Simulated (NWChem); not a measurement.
# C2H8N2 (1,1-dimethylhydrazine): levels of theory compared

We compute a comparison of 6 runs (HF/6-31G*, PBE0/6-31G*, B3LYP/6-31G*, M06-2X/6-31G*, MP2/6-31G*, CCSD(T)/6-31G*) of C2H8N2 (1,1-dimethylhydrazine). 

Program for the calculation: NWChem 7.3.0.

3 further runs of the same task are left out: 3 set aside as unsound or not needed.

### Step 1. The molecule

C2H8N2: 12 atoms, total charge 0, spin state singlet. SMILES: `CN(C)N`. The C1–H5 distance was set to 2.406 Å, away from the relaxed value. At this shape a bond of the SMILES string is far longer than usual.

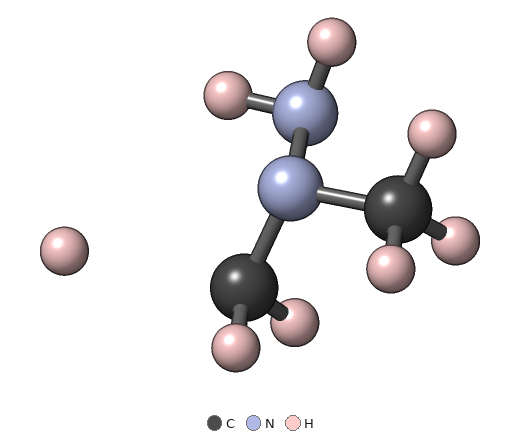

The structure, seen from a chosen angle (carbon dark grey, nitrogen light blue, hydrogen pink).

### Step 2. The energy at HF/6-31G(d) (spherical functions) (run 1)

run.py

```python
from ase import Atoms
from ase.calculators.nwchem import NWChem

atoms = Atoms(['C', 'N', 'C', 'N', 'H', 'H', 'H', 'H', 'H', 'H', 'H', 'H'], positions=[
    [0.061083, 1.117081, 0.567322],
    [0.865173, -0.062089, 0.791132],
    [1.557183, 0.032871, 2.055842],
    [-0.050687, -1.183119, 0.895062],
    [-1.058670, 0.950230, -1.555230],
    [-0.699737, 1.261411, 1.352072],
    [0.714403, 1.990371, 0.533632],
    [2.221343, 0.898301, 2.032202],
    [2.171933, -0.858149, 2.209792],
    [0.863783, 0.128921, 2.907552],
    [-0.470857, -1.269399, -0.027668],
    [0.543663, -2.005299, 0.973792],
])

calc = NWChem(
    label='c2h8n2',
    theory='scf',
    memory='2200 mb',
    basis='6-31G*',
    basispar='spherical bse',
    scf={'nopen': '0', 'rhf': None, 'thresh': '1e-08', 'maxiter': '80'},
    task='energy',
)
atoms.calc = calc

print(f"energy = {atoms.get_potential_energy():.6f} eV")
print("dipole (e A):", atoms.get_dipole_moment().round(4))
```

On the command line:

```sh
$ export ASE_NWCHEM_COMMAND="nwchem PREFIX.nwi > PREFIX.nwo"
$ python run.py
```

Standard output:

```text
energy = -5143.506725 eV
dipole (e A): [ 0.3805 -0.0677  0.4704]
```

The calculator wrote c2h8n2.nwi:

```
title "c2h8n2"

permanent_dir c2h8n2

scratch_dir c2h8n2

start c2h8n2

geometry units angstrom nocenter noautosym noautoz
  C  6.1082999999999998e-02 1.1170810000000000e+00 5.6732199999999999e-01
  N  8.6517299999999997e-01 -6.2088999999999998e-02 7.9113199999999995e-01
  C  1.5571830000000000e+00 3.2870999999999997e-02 2.0558420000000002e+00
  N  -5.0687000000000003e-02 -1.1831190000000000e+00 8.9506200000000002e-01
  H  -1.0586700000000000e+00 9.5023000000000002e-01 -1.5552299999999999e+00
  H  -6.9973700000000005e-01 1.2614110000000001e+00 1.3520719999999999e+00
  H  7.1440300000000001e-01 1.9903709999999999e+00 5.3363200000000000e-01
  H  2.2213430000000001e+00 8.9830100000000002e-01 2.0322019999999998e+00
  H  2.1719330000000001e+00 -8.5814900000000005e-01 2.2097920000000002e+00
  H  8.6378299999999997e-01 1.2892100000000001e-01 2.9075519999999999e+00
  H  -4.7085700000000003e-01 -1.2693989999999999e+00 -2.7668000000000002e-02
  H  5.4366300000000001e-01 -2.0052989999999999e+00 9.7379199999999999e-01
end

memory 2200 mb

basis spherical bse noprint
   * library 6-31G*
end

scf
  nopen 0
  rhf
  thresh 1e-08
  maxiter 80
end

task scf energy
```

c2h8n2.nwo:

```text
Northwest Computational Chemistry Package (NWChem) 7.3.0
             --------------------------------------------------------

           Job information
           ---------------

    nwchem branch   = 7.3.0
    use scalapack   = T
    input           = c2h8n2.nwi
    prefix          = c2h8n2.
    data base       = c2h8n2/c2h8n2.db
    status          = startup
    nproc           =        1

           Memory information
           ------------------

    heap     =     72089598 doubles =      550.0 Mbytes
    stack    =     72089595 doubles =      550.0 Mbytes
    global   =    144179200 doubles =     1100.0 Mbytes (distinct from heap & stack)
    total    =    288358393 doubles =     2200.0 Mbytes
    verify   = yes
    hardfail = no

[... 137 lines left out ...]
 Convergence threshold     :          1.000E-08
[... 13 lines left out ...]
       Final RHF  results
[... 3 lines left out ...]
      One-electron energy =   -525.188842307070
[... 1 line left out ...]
 Nuclear repulsion energy =    136.414996515578
[... 35 lines left out ...]
                       ROHF Final Molecular Orbital Analysis
[... 205 lines left out ...]
  Mulliken analysis of the total density
  --------------------------------------

    Atom       Charge   Shell Charges
 -----------   ------   -------------------------------------------------------
    1 C    6     6.08   2.00  0.67  1.79  0.65  0.91  0.06
    2 N    7     7.41   2.00  0.76  2.39  0.87  1.32  0.06
    3 C    6     6.30   2.00  0.65  2.03  0.62  0.94  0.06
[... 8 lines of this table left out ...]
   12 H    1     0.65   0.51  0.14

       Multipole analysis of the density wrt the origin
       ------------------------------------------------

     L   x y z        total         open         nuclear
     -   - - -        -----         ----         -------
     0   0 0 0     -0.000000      0.000000     34.000000

     1   1 0 0      0.719053      0.000000     37.221666
[... 8 lines of this table left out ...]
     2   0 0 2    -20.587819      0.000000    215.073587

 Task  times  cpu:       14.1s     wall:       14.1s
 Total times  cpu:       14.1s     wall:       14.1s
```

It took 15 s on 1 thread of AMD EPYC 7B13 (Zen 3), shared host; peak memory 0.098 GiB.

### Step 3. The energy at PBE0/6-31G(d) (spherical functions) (run 2)

c2h8n2.nw

```
start c2h8n2
title "C2H8N2"
memory 2200 mb
geometry units angstrom noautosym nocenter noautoz
C     0.061083    1.117081    0.567322
N     0.865173   -0.062089    0.791132
C     1.557183    0.032871    2.055842
N    -0.050687   -1.183119    0.895062
H    -1.058670    0.950230   -1.555230
H    -0.699737    1.261411    1.352072
H     0.714403    1.990371    0.533632
H     2.221343    0.898301    2.032202
H     2.171933   -0.858149    2.209792
H     0.863783    0.128921    2.907552
H    -0.470857   -1.269399   -0.027668
H     0.543663   -2.005299    0.973792
end
basis spherical bse
* library 6-31G*
end
dft
xc pbe0
grid xfine
convergence energy 1e-08
maxiter 100
mulliken
print low
end
task dft energy
```

On the command line:

```sh
$ nwchem c2h8n2.nw > c2h8n2.out
```

Standard output:

```text
[...]
 d= 0,ls=0.0,diis     1   -190.0175653363 -3.26D+02  1.17D-02  4.08D-01     4.5
[...]
 d= 0,ls=0.0,diis    12   -190.0702905344 -7.52D-10  4.42D-07  2.46D-10    43.1
         Total DFT energy =     -190.070290534419
      One electron energy =     -525.815571690011
           Coulomb energy =      226.562958007010
    Exchange-Corr. energy =      -27.232673366996
 Nuclear repulsion energy =      136.414996515578
[...]
      Total Density - Mulliken Population Analysis
     ---------------------------------------------
    Atom       Charge   Shell Charges
 -----------   ------   -------------------------------------------------------
    1 C    6     6.18   2.00  0.68  1.90  0.65  0.91  0.04
    2 N    7     7.29   2.00  0.78  2.41  0.84  1.20  0.06
    3 C    6     6.38   2.00  0.67  2.09  0.62  0.95  0.05
    4 N    7     7.62   2.00  0.80  2.43  0.90  1.45  0.05
    5 H    1     1.13   0.33  0.81
    6 H    1     0.81   0.51  0.30
    7 H    1     0.82   0.52  0.29
    8 H    1     0.81   0.52  0.29
    9 H    1     0.81   0.52  0.29
   10 H    1     0.82   0.52  0.30
[...]
```

It took 44 s on 1 thread of AMD EPYC 7B13 (Zen 3), shared host; peak memory 0.15 GiB.

Runs 3 to 4 aren't shown in full; the table further down has their settings and results.

### Step 4. A single-point energy at MP2/6-31G(d) (spherical functions) (run 5)

run.py, as its differences from that of step 2:

```diff
@@ -3,3 +3,3 @@
 
-atoms = Atoms(['C', 'N', 'C', 'N', 'H', 'H', 'H', 'H', 'H', 'H', 'H', 'H'], positions=[
+mol = Atoms(['C', 'N', 'C', 'N', 'H', 'H', 'H', 'H', 'H', 'H', 'H', 'H'], positions=[
     [0.061083, 1.117081, 0.567322],
@@ -20,3 +20,3 @@
     label='c2h8n2',
-    theory='scf',
+    theory='mp2',
     memory='2200 mb',
@@ -25,7 +25,7 @@
     scf={'nopen': '0', 'rhf': None, 'thresh': '1e-08', 'maxiter': '80'},
+    mp2={'freeze': 'core 4', 'tight': None},
     task='energy',
 )
-atoms.calc = calc
+mol.calc = calc
 
-print(f"energy = {atoms.get_potential_energy():.6f} eV")
-print("dipole (e A):", atoms.get_dipole_moment().round(4))
+print("Total energy (eV):", round(mol.get_potential_energy(), 6))
```

On the command line:

```sh
$ export ASE_NWCHEM_COMMAND="nwchem PREFIX.nwi > PREFIX.nwo"
$ python run.py
```

Standard output:

```text
Total energy (eV): -5160.226299
```

The calculator wrote c2h8n2.nwi:

```
title "c2h8n2"

permanent_dir c2h8n2

scratch_dir c2h8n2

start c2h8n2

geometry units angstrom nocenter noautosym noautoz
  C  6.1082999999999998e-02 1.1170810000000000e+00 5.6732199999999999e-01
  N  8.6517299999999997e-01 -6.2088999999999998e-02 7.9113199999999995e-01
  C  1.5571830000000000e+00 3.2870999999999997e-02 2.0558420000000002e+00
  N  -5.0687000000000003e-02 -1.1831190000000000e+00 8.9506200000000002e-01
  H  -1.0586700000000000e+00 9.5023000000000002e-01 -1.5552299999999999e+00
  H  -6.9973700000000005e-01 1.2614110000000001e+00 1.3520719999999999e+00
  H  7.1440300000000001e-01 1.9903709999999999e+00 5.3363200000000000e-01
  H  2.2213430000000001e+00 8.9830100000000002e-01 2.0322019999999998e+00
  H  2.1719330000000001e+00 -8.5814900000000005e-01 2.2097920000000002e+00
  H  8.6378299999999997e-01 1.2892100000000001e-01 2.9075519999999999e+00
  H  -4.7085700000000003e-01 -1.2693989999999999e+00 -2.7668000000000002e-02
  H  5.4366300000000001e-01 -2.0052989999999999e+00 9.7379199999999999e-01
end

memory 2200 mb

basis spherical bse noprint
   * library 6-31G*
end

scf
  nopen 0
  rhf
  thresh 1e-08
  maxiter 80
end
mp2
  freeze core 4
  tight
end

task mp2 energy
```

c2h8n2.nwo:

```text
Northwest Computational Chemistry Package (NWChem) 7.3.0
             --------------------------------------------------------

           Job information
           ---------------

    nwchem branch   = 7.3.0
    use scalapack   = T
    input           = c2h8n2.nwi
    prefix          = c2h8n2.
    data base       = c2h8n2/c2h8n2.db
    status          = startup
    nproc           =        1

           Memory information
           ------------------

    heap     =     72089598 doubles =      550.0 Mbytes
    stack    =     72089595 doubles =      550.0 Mbytes
    global   =    144179200 doubles =     1100.0 Mbytes (distinct from heap & stack)
    total    =    288358393 doubles =     2200.0 Mbytes
    verify   = yes
    hardfail = no

[... 137 lines left out ...]
 Convergence threshold     :          1.000E-08
[... 13 lines left out ...]
       Final RHF  results
[... 3 lines left out ...]
      One-electron energy =   -525.188842307070
[... 1 line left out ...]
 Nuclear repulsion energy =    136.414996515578
[... 35 lines left out ...]
                       ROHF Final Molecular Orbital Analysis
[... 259 lines left out ...]
          -------------------------------------------
          SCF energy                -189.020387293744
          Correlation energy          -0.614433023097
          Singlet pairs               -0.397124947038
          Triplet pairs               -0.217308076059
          Total MP2 energy          -189.634820316841
          -------------------------------------------

          ---------------------------------------------------
                    Spin Component Scaled (SCS) MP2
          Same spin pairs                     -0.144872050706
          Same spin scaling factor             0.333333333333
          Opposite spin pairs                 -0.469560972391
          Opposite spin scaling fact.          1.200000000000
          SCS-MP2 correlation energy          -0.611763850438
          Total SCS-MP2 energy              -189.632151144182
          ---------------------------------------------------

 -----------------------
 Task  times  cpu:       15.4s     wall:       15.4s
 Total times  cpu:       15.5s     wall:       15.5s
```

Wall time 17 s (1 thread of AMD EPYC 7B13 (Zen 3), shared host); peak memory 0.17 GiB.

### Step 5. A single-point energy at CCSD(T)/6-31G(d) (spherical functions) (run 6)

c2h8n2.nw

```
start c2h8n2
memory 2200 mb
geometry units angstroms noautosym nocenter noautoz
  C     0.061083    1.117081    0.567322
  N     0.865173   -0.062089    0.791132
  C     1.557183    0.032871    2.055842
  N    -0.050687   -1.183119    0.895062
  H    -1.058670    0.950230   -1.555230
  H    -0.699737    1.261411    1.352072
  H     0.714403    1.990371    0.533632
  H     2.221343    0.898301    2.032202
  H     2.171933   -0.858149    2.209792
  H     0.863783    0.128921    2.907552
  H    -0.470857   -1.269399   -0.027668
  H     0.543663   -2.005299    0.973792
end
basis spherical bse
  * library 6-31G*
end
scf
  thresh 1e-08
  maxiter 80
end
ccsd
  freeze core 4
  maxiter 60
end
task ccsd(t) energy
```

On the command line:

```sh
$ nwchem c2h8n2.nw > c2h8n2.out
```

Standard output:

```text
[...]
  functions       =    72
[...]
  wavefunction    = RHF
[...]
         Total SCF energy =   -189.020387293770
      One-electron energy =   -525.188842307082
      Two-electron energy =    199.753458497734
 Nuclear repulsion energy =    136.414996515578
        Time for solution =     12.6s
[...]
 Total MP2 energy:           -189.634820316868371
[...]
             energy      energy      error      ampl     ampl      Block
                                                time     time      time
[...]
 Total CCSD energy:           -189.702700137798672
[...]
 Total CCSD+T(CCSD) energy:           -189.733680988226212
[...]
 Total CCSD(T) energy:                -189.730624638634225
[...]
```

Run time: 1.8 min. Hardware: 1 thread of AMD EPYC 7B13 (Zen 3), shared host; peak memory 0.19 GiB.

### Step 6. All runs side by side

```
run                                 level  iteration cap   module  energy (Eh)  HOMO energy (eV)  LUMO energy (eV)  HOMO–LUMO gap (eV)  wall time
  1       HF/6-31G* (spherical functions)             80      scf  -189.020387             -8.43              0.96                9.39       15 s
  2     PBE0/6-31G* (spherical functions)            100      dft  -190.070291                 –                 –                   –       44 s
  3    B3LYP/6-31G* (spherical functions)            100      dft  -190.306816                 –                 –                   –       41 s
  4   M06-2X/6-31G* (spherical functions)            100      dft  -190.194094             -6.95             -1.65                5.29       53 s
  5      MP2/6-31G* (spherical functions)             80      mp2  -189.634820             -8.43              0.96                9.39       17 s
  6  CCSD(T)/6-31G* (spherical functions)             80  ccsd(t)  -189.730625             -8.43              0.96                9.39    1.8 min
```

### Step 7. What came out

| quantity | value |
| --- | --- |
| run 6: total energy | -189.73062 Eh |
| run 6: HOMO energy (Hartree–Fock orbitals) | -8.43 eV |
| run 6: LUMO energy (Hartree–Fock orbitals) | 0.96 eV |
| run 6: HOMO–LUMO gap (Hartree–Fock orbitals) | 9.39 eV |
| run 6: correlation energy (4 core orbitals frozen) | -710.2 mEh |
| run 6: (T) correction | -27.92 mEh |

What this shows: Below the HF energy at the same shape and in the same basis (6-31G*): MP2 -614.4 mEh; CCSD(T) -710.2 mEh. Over runs 1, 3, 4 the dipole moment (its size) runs from 2.30 D (M06-2X/6-31G*) to 2.92 D (HF/6-31G*). Totals of different functionals can't be ranked against each other. In runs 1, 2, 3, 4, 5, 6 a closed-shell determinant meets a far-stretched bond, which it describes badly. All runs together took 4.6 min, the longest 1.8 min.
